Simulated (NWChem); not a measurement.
# U-wB97X/cc-pVDZ (density fitting) run of S2 (SMILES S=S)

Aim: the vertical ionisation energy of S2 at U-wB97X/cc-pVDZ (density fitting), from 2 runs. 

The calculation is run with NWChem 7.3.0.

3 further runs of the same task are left out: 3 set aside as unsound or not needed.

## 1. The system as given

The species is S2 (2 atoms), meant as a triplet with charge 0. SMILES: `S=S`. The bond length is the measured one.

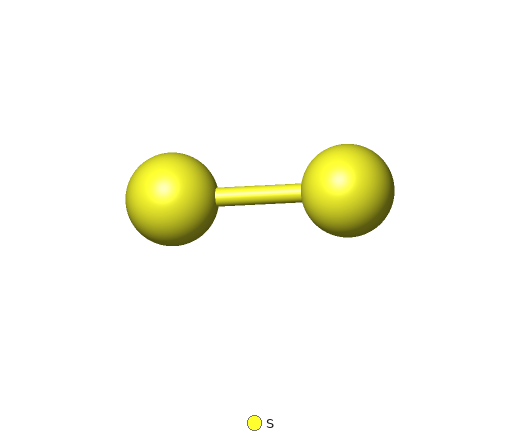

The structure, seen from a chosen angle (sulfur yellow).

## 2. A single-point energy at U-wB97X/cc-pVDZ (density fitting)

job.nw reads:

```
start job
title "S2 energy"
memory 2200 mb
geometry units angstrom noautosym nocenter noautoz
   S        0.000000       0.000000       0.000000
   S        0.000000       0.000000       1.889200
end
basis spherical bse
   * library cc-pVDZ
end
basis "cd basis" spherical
   * library "dgauss a1 dft coulomb fitting"
end
dft
   xc wb97x
   mult 3
   grid fine
   convergence energy 1e-08
   iterations 100
   mulliken
   noprint "final vectors analysis"
end
task dft energy
```

Command:

```bash
$ nwchem job.nw > job.out
```

Standard output:

```text
[...]
          Wavefunction type:  spin polarized.
          No. of atoms     :     2
          No. of electrons :    32
[...]
          Charge           :     0
          Spin multiplicity:     3
[...]
          AO basis - number of functions:    36
[...]
              XC Information
              --------------
                       wb97x  Method XC Functional
                     Hartree-Fock (Exact) Exchange  1.000
                         wb97x Exchange Functional  1.000
                      wb97x Correlation Functional  1.000
[...]
 d= 0,ls=0.0,diis     1   -796.5505265622 -8.68D+02  7.62D-03  5.64D-02     1.5
[...]
 d= 0,ls=0.0,diis     8   -796.5825446011 -2.56D-10  7.51D-08  3.27D-12     9.7
[...]
         Total DFT energy =     -796.582544601134
      One electron energy =    -1242.510891308305
           Coulomb energy =      425.602694858582
    Exchange-Corr. energy =      -51.381618818318
 Nuclear repulsion energy =       71.707270666908
[...]
      Total Density - Mulliken Population Analysis
     ---------------------------------------------
    Atom       Charge   Shell Charges
 -----------   ------   -------------------------------------------------------
    1 S   16    16.00   2.00  2.02  0.94  0.95  6.00  2.33  1.66  0.10
    2 S   16    16.00   2.00  2.02  0.94  0.95  6.00  2.33  1.66  0.10
[...]
      <S2> =      2.0094 (Exact =     2.0000)
[...]
```

It took 11 s on 1 thread of AMD EPYC 7R13 (Zen 3), shared host; peak memory 0.1 GiB.

## 3. The doublet cation, same level

input.nw reads:

```
echo
start input
title "S2"
memory total 2200 mb
charge 1

geometry units angstroms noautosym nocenter noautoz
   S      0.000000     0.000000     0.000000
   S      0.000000     0.000000     1.889200
end

basis spherical bse
   S library cc-pVDZ
end

basis "cd basis" spherical
   S library "dgauss a1 dft coulomb fitting"
end

dft
   xc wb97x
   mult 2
   grid fine
   convergence energy 1e-08
   maxiter 100
   mulliken
   print low
end

task dft energy
```

Command:

```bash
$ nwchem input.nw > input.out
```

Standard output:

```text
[...]
 d= 0,ls=0.0,diis     1   -796.1750344222 -8.68D+02  6.48D-03  1.54D-01     1.7
[...]
 d= 0,ls=0.0,diis     8   -796.2093624667 -2.38D-10  1.08D-07  6.50D-12     9.0
[...]
         Total DFT energy =     -796.209362466675
      One electron energy =    -1232.281478099469
           Coulomb energy =      415.365284410722
    Exchange-Corr. energy =      -51.000439444835
 Nuclear repulsion energy =       71.707270666908
[...]
      Total Density - Mulliken Population Analysis
     ---------------------------------------------
    Atom       Charge   Shell Charges
 -----------   ------   -------------------------------------------------------
    1 S   16    15.50   2.00  2.02  1.03  0.87  6.00  2.21  1.26  0.10
    2 S   16    15.50   2.00  2.02  1.03  0.87  6.00  2.21  1.26  0.10
[...]
      <S2> =      0.7548 (Exact =     0.7500)
[...]
```

Run time: 9.9 s. Hardware: 1 thread of AMD EPYC 7R13 (Zen 3), shared host; peak memory 0.1 GiB.

## 4. Outcome

At U-wB97X/cc-pVDZ (density fitting):

| quantity | value |
| --- | --- |
| triplet S2: total energy | -796.58254 Eh |
| triplet S2: dipole moment | 0.00 D |
| triplet S2: ⟨S²⟩ | 2.009 |
| doublet cation: total energy | -796.20936 Eh |
| doublet cation: ⟨S²⟩ | 0.755 |
| vertical ionisation energy (to the doublet cation) | 10.155 eV |

In words: Removing an electron at fixed nuclei costs 10.15 eV (234 kcal/mol).
